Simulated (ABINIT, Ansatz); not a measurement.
**SiC (Moissanite 3C): from Born charge to LO-TO splitting**

Aim: work out the LO frequency and the static dielectric constant of SiC (Moissanite 3C) from one linear-response run, then check them.

Calculated with ABINIT 10.8.3; DFT LDA, scalar-relativistic, plane waves, PseudoDojo norm-conserving pseudopotentials.

### Step 1. Set-up

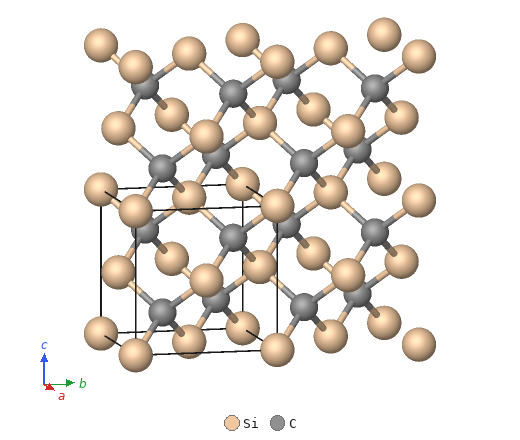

Start, viewed slightly off an axis; silicon light orange, carbon grey. 1×2×2 cells are drawn. This picture shows the conventional cell, with its axes. Bonds to atoms that aren't drawn are left out. Some periodic images of atoms are drawn too.

As a file:

```xyz
2
Lattice="0.0000 2.1628 2.1628 2.1628 0.0000 2.1628 2.1628 2.1628 0.0000" Properties=species:S:1:pos:R:3 pbc="T T T"
Si    0.0000    0.0000    0.0000
C     1.0814    1.0814    1.0814
```

This is the cell after its relaxation at this level of theory, not the database cell from which that began.

### Step 2. What the response run gave

A linear-response run on the relaxed cell, with the response to an electric field; only its zone-centre results are used. Cutoff 37 Ha, k mesh 12×12×12.

Numbers of over 12 decimals in the logs are rounded to 6 here.

The program printed:

```text
[banners, grids, parts of the stress and lines that vanish by symmetry left out]
- input  file    -> dfpt_gamma.abi
- output file    -> dfpt_gamma.abo
- root for input  files -> dfpt_gammai
[...]
DATASET    1 : space group F-4 3 m (#216); Bravais cF (face-center cubic)
[...]
nfft =       32768          nkpt =         868
[...]
DATASET    2 : space group F-4 3 m (#216); Bravais cF (face-center cubic)
[...]
nfft =       32768          nkpt =         868
[...]
== DATASET  1 ==================================================================
[...]
cutoff_energies: {ecut:  37.0, pawecutdg:  -1.0, }
[...]
-  6.00000   4.00000  180309                  znucl, zion, pspdat
[...]
Perturbation : derivative vs k along direction   1
[...]
-ETOT  1  -14.003751755753     -1.400E+01 4.218E+01 0.000E+00
 ETOT  2  -14.048557708427     -4.481E-02 2.064E+00 0.000E+00
 ETOT  3  -14.048865164576     -3.075E-04 5.414E-04 0.000E+00
 ETOT  4  -14.048867945803     -2.781E-06 4.837E-06 0.000E+00
 ETOT  5  -14.048867974404     -2.860E-08 4.257E-09 0.000E+00
[...]
At SCF step   12   max residual=  9.98E-21 < tolwfr=  1.00E-20 =>converged.
[...]
Perturbation : derivative vs k along direction   2
[...]
-ETOT  1  -14.003761745147     -1.400E+01 4.218E+01 0.000E+00
[...]
At SCF step   12   max residual=  9.95E-21 < tolwfr=  1.00E-20 =>converged.
[...]
Perturbation : derivative vs k along direction   3
[...]
-ETOT  1  -14.003751752039     -1.400E+01 4.218E+01 0.000E+00
[...]
At SCF step   12   max residual=  9.98E-21 < tolwfr=  1.00E-20 =>converged.
[...]
1        1       1.9233274755   -0.0000000000
     1        2       0.9616637377   -0.0000000000
     1        3       0.9616637377    0.0000000000
     2        1       0.9616637377   -0.0000000000
     2        2       1.9233274755   -0.0000000000
     2        3       0.9616637378    0.0000000000
     3        1       0.9616637377    0.0000000000
     3        2       0.9616637378    0.0000000000
     3        3       1.9233274755    0.0000000000
[...]
== DATASET  2 ==================================================================
[...]
cutoff_energies: {ecut:  37.0, pawecutdg:  -1.0, }
[...]
Perturbation : displacement of atom   1   along direction   1
[...]
-ETOT  1   6.888031     -4.532E+01 4.270E-01 2.755E+02
[...]
At SCF step    8       vres2   =  6.35E-11 < tolvrs=  1.00E-10 =>converged.
[...]
At SCF step    9       vres2   =  6.78E-13 < tolvrs=  1.00E-10 =>converged.
[...]
-ETOT  1   1.849465     -6.008E+00 6.422E+01 1.955E+03
[...]
ETOT  8   1.318929     -3.625E-12 8.702E-14 5.646E-10
 ETOT  9   1.318929     -3.091E-13 3.080E-15 6.248E-13
 At SCF step    9       vres2   =  6.25E-13 < tolvrs=  1.00E-10 =>converged.
[...]
Dielectric tensor, in cartesian coordinates,
[...]
1    4   1    4         6.8796733219        -0.0000000000
   1    4   2    4        -0.0000000000        -0.0000000000
   1    4   3    4        -0.0000000000        -0.0000000000
   2    4   1    4        -0.0000000000        -0.0000000000
   2    4   2    4         6.8796733219        -0.0000000000
   2    4   3    4        -0.0000000000        -0.0000000000
   3    4   1    4        -0.0000000000        -0.0000000000
   3    4   2    4        -0.0000000000        -0.0000000000
   3    4   3    4         6.8796733219        -0.0000000000
  Effective charges, in cartesian coordinates,
[...]
1    1   1    4         2.7218318806         0.0000000000
   2    1   1    4         0.0000000000         0.0000000000
   3    1   1    4        -0.0000000000         0.0000000000
   1    2   1    4        -2.7233588245         0.0000000000
   2    2   1    4        -0.0000000000         0.0000000000
[...]
Effective charges, in cartesian coordinates,
[...]
Rigid-atom elastic tensor , in cartesian coordinates,
[...]
Rigid-atom proper piezoelectric tensor, in cartesian coordinates,
[...]
2    4   2    6        -0.0158220810         0.0000000000
   2    4   3    6         0.0000000000         0.0000000000
   3    4   1    5         0.0000000000         0.0000000000
   3    4   2    5         0.0000000000         0.0000000000
   3    4   3    5        -0.0000000000         0.0000000000
   3    4   1    6         0.0000000000         0.0000000000
   3    4   2    6         0.0000000000         0.0000000000
   3    4   3    6        -0.0158220809         0.0000000000
  Phonon wavevector (reduced coordinates) :  0.00000  0.00000  0.00000
 Phonon energies in Hartree :
[...]
Phonon frequencies in cm-1    :
-  4.396431E-01  4.396432E-01  4.396435E-01  7.979960E+02  7.979960E+02
-  7.979960E+02
  Phonon at Gamma, with non-analyticity in the
[...]
Phonon energies in Hartree :
[...]
Phonon frequencies in cm-1    :
-  4.396431E-01  4.396432E-01  4.550202E-01  7.979960E+02  7.979960E+02
-  9.738070E+02
  Phonon at Gamma, with non-analyticity in the
[...]
Phonon energies in Hartree :
[...]
Phonon frequencies in cm-1    :
-  4.396431E-01  4.396435E-01  4.550199E-01  7.979960E+02  7.979960E+02
-  9.738070E+02
  Phonon at Gamma, with non-analyticity in the
[...]
Phonon energies in Hartree :
[...]
Phonon frequencies in cm-1    :
-  4.396432E-01  4.396435E-01  4.550198E-01  7.979960E+02  7.979960E+02
-  9.738070E+02
[...]
fcart2     0.0000000000E+00  0.0000000000E+00  0.0000000000E+00
           strten2     0.0000000000E+00  0.0000000000E+00  0.0000000000E+00
================================================================================
```

```csv
quantity,value
cell volume Ω (Å³),20.235
mass of Si (u),28.085
mass of C (u),12.011
"Born charge of Si, raw (e)",2.722
"Born charge of C, raw (e)",-2.723
ε∞,6.880
ω(TO) after the sum rule (cm⁻¹),798.0
```

### Step 3. The calculation

The charges must sum to zero over the cell; taking off their mean, -0.001 e, leaves Z* = 2.723 e on Si. In the polar mode Si moves against C, so the reduced mass is μ = 28.09 × 12.01 / 40.10 = 8.413 u.

A longitudinal wave builds up a field that adds to the restoring force: ω(LO)² = ω(TO)² + 4π Z*² / (μ Ω ε∞), in Hartree atomic units. With μ = 15336 electron masses and Ω = 136.55 bohr³ the second term is 6.4654e-06 Ha², or 311434 cm⁻² (1 Ha = 219474.6 cm⁻¹).

So ω(LO) = √(636804 + 311434) = 973.8 cm⁻¹, and by the Lyddane-Sachs-Teller relation ε₀ = ε∞ (ω(LO)/ω(TO))² = 10.24.

### Step 4. Check against the program

The analysis program adds the same non-analytic term to the full matrix.

The program printed:

```text
[banners, grids, parts of the stress and lines that vanish by symmetry left out]
-outvars_anaddb: echo values of input variables ----------------------

 Flags :
[...]
Dielectric Tensor and Effective Charges
[...]
Effective charge tensors after
[...]
Phonon wavevector (reduced coordinates) :  0.00000  0.00000  0.00000
 Phonon energies in Hartree :
[...]
Phonon energies in meV     :
-  0.000000E+00  0.000000E+00  0.000000E+00  9.893885E+01  9.893885E+01
-  9.893885E+01
 Phonon frequencies in cm-1    :
-  0.000000E+00  0.000000E+00  0.000000E+00  7.979957E+02  7.979957E+02
-  7.979957E+02
 Phonon frequencies in Thz     :
-  0.000000E+00  0.000000E+00  0.000000E+00  2.392331E+01  2.392331E+01
-  2.392331E+01
 Phonon energies in Kelvin  :
-  0.000000E+00  0.000000E+00  0.000000E+00  1.148138E+03  1.148138E+03
-  1.148138E+03
[...]
-  1  0.00000000E+00  5.98387031E-07  3.69884971E-03
-     0.00000000E+00  0.00000000E+00  0.00000000E+00
-  2  0.00000000E+00  5.98387147E-07  3.69885043E-03
-     0.00000000E+00  0.00000000E+00  0.00000000E+00
[...]
-  1  6.93582309E-07  3.69884965E-03 -5.98387036E-07
-     0.00000000E+00  0.00000000E+00  0.00000000E+00
-  2  6.93582443E-07  3.69885036E-03 -5.98387152E-07
-     0.00000000E+00  0.00000000E+00  0.00000000E+00
[...]
-  1  3.69884969E-03 -6.93582313E-07  0.00000000E+00
-     0.00000000E+00  0.00000000E+00  0.00000000E+00
-  2  3.69885041E-03 -6.93582447E-07  0.00000000E+00
-     0.00000000E+00  0.00000000E+00  0.00000000E+00
[...]
-  1  1.27335126E-07  4.90369541E-07 -2.41888527E-03
-     0.00000000E+00  0.00000000E+00  0.00000000E+00
-  2 -2.97749562E-07 -1.14663817E-06  5.65611432E-03
-     0.00000000E+00  0.00000000E+00  0.00000000E+00
[...]
-  1  1.05523755E-07 -2.41888527E-03 -4.90363986E-07
-     0.00000000E+00  0.00000000E+00  0.00000000E+00
-  2 -2.46747719E-07  5.65611432E-03  1.14662518E-06
-     0.00000000E+00  0.00000000E+00  0.00000000E+00
[...]
-  1  2.41888532E-03  1.05497939E-07  1.27356516E-07
-     0.00000000E+00  0.00000000E+00  0.00000000E+00
-  2 -5.65611443E-03 -2.46687353E-07 -2.97799578E-07
-     0.00000000E+00  0.00000000E+00  0.00000000E+00
[...]
-     1         -0.000000    -0.000000    -0.000000     0.000000
-     2         -0.000000    -0.000000     0.000000     0.000000
-     3         -0.000000     0.000000    -0.000000     0.000000
-     4          0.000188     0.000725    -3.573838     3.573838
-     5          0.000156    -3.573838    -0.000724     3.573838
-     6          3.573838     0.000156     0.000188     3.573838
[...]
-   1     Real    0.0000E+00  0.0000E+00  0.0000E+00  0.0000E+00  0.0000E+00  0.0000E+00  0.0000E+00
[...]
-  1  0.00000000E+00  6.01152852E-07  3.69884971E-03
-     0.00000000E+00  0.00000000E+00  0.00000000E+00
-  2  0.00000000E+00  6.01152968E-07  3.69885043E-03
-     0.00000000E+00  0.00000000E+00  0.00000000E+00
[...]
Phonon at Gamma, with non-analyticity in the
[...]
Phonon energies in Hartree :
[...]
Phonon energies in meV     :
-  0.000000E+00  0.000000E+00  0.000000E+00  9.893885E+01  9.893885E+01
-  1.207322E+02
 Phonon frequencies in cm-1    :
-  0.000000E+00  0.000000E+00  0.000000E+00  7.979957E+02  7.979957E+02
-  9.737707E+02
 Phonon frequencies in Thz     :
-  0.000000E+00  0.000000E+00  0.000000E+00  2.392331E+01  2.392331E+01
-  2.919291E+01
 Phonon energies in Kelvin  :
-  0.000000E+00  0.000000E+00  0.000000E+00  1.148138E+03  1.148138E+03
-  1.401039E+03
[...]
Phonon at Gamma, with non-analyticity in the
[...]
Phonon energies in Hartree :
[...]
Phonon energies in meV     :
-  0.000000E+00  0.000000E+00  0.000000E+00  9.893885E+01  9.893885E+01
-  1.207322E+02
 Phonon frequencies in cm-1    :
-  0.000000E+00  0.000000E+00  0.000000E+00  7.979957E+02  7.979957E+02
-  9.737707E+02
 Phonon frequencies in Thz     :
-  0.000000E+00  0.000000E+00  0.000000E+00  2.392331E+01  2.392331E+01
-  2.919291E+01
 Phonon energies in Kelvin  :
-  0.000000E+00  0.000000E+00  0.000000E+00  1.148138E+03  1.148138E+03
-  1.401039E+03
[...]
-  1  8.04770578E-06 -3.69878168E-03 -2.09528841E-05
-     0.00000000E+00  0.00000000E+00  0.00000000E+00
-  2  8.04778600E-06 -3.69878232E-03 -2.09528095E-05
-     0.00000000E+00  0.00000000E+00  0.00000000E+00
[...]
-  1  3.69883612E-03  8.01349498E-06  6.06844252E-06
-     0.00000000E+00  0.00000000E+00  0.00000000E+00
-  2  3.69883676E-03  8.01341785E-06  6.06836501E-06
-     0.00000000E+00  0.00000000E+00  0.00000000E+00
[...]
-  1  4.58388297E-04  1.43451052E-03 -1.89289882E-03
-     0.00000000E+00  0.00000000E+00  0.00000000E+00
-  2 -1.07185597E-03 -3.35433664E-03  4.42619261E-03
-     0.00000000E+00  0.00000000E+00  0.00000000E+00
[...]
-  1  1.92108068E-03 -1.35751625E-03 -5.63564428E-04
-     0.00000000E+00  0.00000000E+00  0.00000000E+00
-  2 -4.49209066E-03  3.17429983E-03  1.31779083E-03
-     0.00000000E+00  0.00000000E+00  0.00000000E+00
[...]
Direction                     Dielectric constant
[...]
Elastic Tensor (clamped ion) (unit:10^2GP):
[...]
Elastic Tensor (relaxed ion) (unit:10^2GP):
[...]
Calculation of the tensor related to piezoelectric effetc
[...]
Proper piezoelectric constants (clamped ion) (unit:c/m^2)
[...]
Proper piezoelectric constants (relaxed ion) (unit:c/m^2)
[...]
0.00000000      0.04250944     -0.00000000
     -0.00000000     -0.00000000      0.04250941
-
```

```csv
quantity,by hand,program
ω(LO) (cm⁻¹),973.8,973.8
ε₀,10.24,10.24
```

### Step 5. Summary of results

```yaml
to_mode: 798 cm⁻¹
lo_mode: 973.8 cm⁻¹
static_dielectric_constant: 10.24
```

**Reading.** The LO mode of SiC (Moissanite 3C) lies at 974 cm⁻¹, 176 cm⁻¹ above the TO mode; the formula meets the program within 0.1 cm⁻¹, as it must for a cubic crystal with one polar mode. ω(LO)² − ω(TO)² goes with Z*²/ε∞: an error of 5 % in ε∞ would move the LO mode by 7.6 cm⁻¹, and semilocal functionals tend to overestimate ε∞. These are harmonic values at zero temperature, at the volume of this functional, for the structure held cubic; stability elsewhere in the zone is no part of this calculation.

[Host names and launcher messages were left out of these logs when they were recorded.]

[Logs are printed without paths, hosts, clocks, repeated set-up lines and the standing remarks that a program may print on its own settings, such as how far it seeks lower states.]

[Hosts, paths, dates, database ids (printed as entryN), source tags and the programs' standing remarks are cut or masked in the printed files.]
